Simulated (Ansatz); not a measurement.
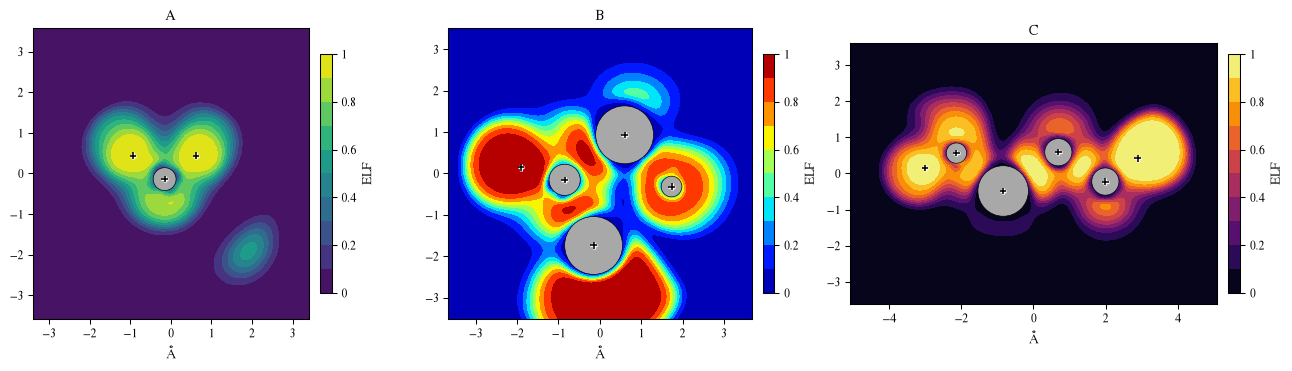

The electron localisation function of 3 systems, each on a plane through atoms (crosses mark nuclei in the plane; grey discs cover the cores).

Method: isolated molecule in a Gaussian basis; Kohn-Sham density functional theory, functional PBE0 in Ansatz 0.2.0.

System 1: C₂H₈O₃Si, the plane of atoms C2, Si6 and O4. Geometry: B3LYP-D3(BJ)/def2-SVP.

```yaml
atoms:
  - { symbol: C, position_ang: [-1.3014, 0.3872, 1.8405] }
  - { symbol: C, position_ang: [-2.0112, 1.0539, 0.6536] }
  - { symbol: O, position_ang: [-0.2684, 3.4221, 0.6625] }
  - { symbol: O, position_ang: [-1.8387, 2.8352, -1.5285] }
  - { symbol: O, position_ang: [0.4705, 1.4809, -0.8667] }
  - { symbol: Si, position_ang: [-0.9036, 2.2202, -0.2938] }
  - { symbol: H, position_ang: [-0.9298, 1.1416, 2.5523] }
  - { symbol: H, position_ang: [-0.4250, -0.1887, 1.5027] }
  - { symbol: H, position_ang: [-1.9665, -0.2982, 2.3896] }
  - { symbol: H, position_ang: [-2.4006, 0.2937, -0.0476] }
  - { symbol: H, position_ang: [-2.9012, 1.6140, 0.9932] }
  - { symbol: H, position_ang: [-0.9112, 3.9731, 1.1224] }
  - { symbol: H, position_ang: [-1.3979, 3.4680, -2.1094] }
  - { symbol: H, position_ang: [0.3269, 0.7392, -1.4647] }
```

System 2: GeH₄O, the plane of atoms H3, O2 and H6. Geometry: B3LYP-D4/def2-TZVP.

```yaml
atoms:
  - { symbol: Ge, position_ang: [1.0174, 0.0111, 0.9629] }
  - { symbol: O, position_ang: [-0.9191, 0.6493, -0.0605] }
  - { symbol: H, position_ang: [-1.4257, -0.1602, -0.2028] }
  - { symbol: H, position_ang: [0.0471, -0.7808, 1.9596] }
  - { symbol: H, position_ang: [1.0116, -1.2239, -0.0700] }
  - { symbol: H, position_ang: [-0.7313, 1.0182, -0.9325] }
```

System 3: CH₃FSi₂ (SMILES F[SiH2]C=[Si]), the plane of atoms Si3, C1 and H7. Geometry: PBE0-D3(BJ)/def2-SVP.

| atom | x (Å) | y (Å) | z (Å) |
| --- | --- | --- | --- |
| C | -1.4750 | 0.1426 | -1.2255 |
| F | -3.8184 | -0.9458 | -1.3774 |
| Si | -2.9439 | -0.1154 | -0.1960 |
| Si | -1.9080 | -0.6131 | -2.7241 |
| H | -3.7741 | 1.0628 | 0.1882 |
| H | -2.8529 | -1.0310 | 0.9780 |
| H | -0.5503 | 0.6556 | -0.9441 |

**Match each panel to its system.**

Panel A is system 2, GeH₄O: the plane holds O and H. O–H (0.97 Å): the ELF climbs to about 1 towards the hydrogen, as it does in any bond to H: an ordinary covalent bond to hydrogen. Panel B is system 3, CH₃FSi₂: the plane holds C, F, Si and H. Si–F (1.69 Å): the ELF peaks at about 0.85 in the valence shell of F, 0.6 Å from its nucleus, and is about 0.60 at the midpoint. Panel C is system 1, C₂H₈O₃Si: the plane holds C, O, Si and H. C–C (1.54 Å): the ELF peaks at about 0.95 between the atoms (a shared electron pair).
